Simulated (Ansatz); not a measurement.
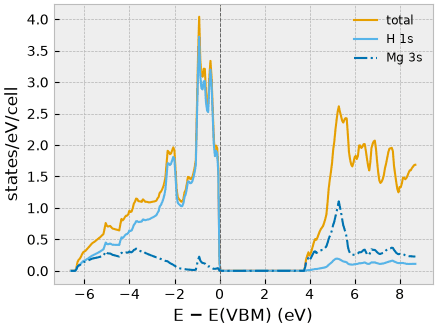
Figure. Total and projected density of states of MgH₂ (rutile, space group No. 136), PBE (plane waves, PAW; program Ansatz)

Q: Which orbitals carry the states next to the gap?

A: Top 1 eV of the valence band: H 1s 94 %. Bottom 1 eV of the conduction band: Mg 3s 56 %, H 1s 6 %, outside the projected shells 38 %. Projections are on Löwdin-orthogonalised atomic valence shells; empty p or d shells of many metals are not among them.

Q: Where is the tallest occupied peak in this window, and what makes it?

A: Near -0.9 eV, about 4.0 states/eV per cell; the largest projected share is H 1s.

Space group P4_2/mnm (rutile). The cell was relaxed with PBE under the symmetry of its start.

Potentials: the later of the program's two PAW sets.
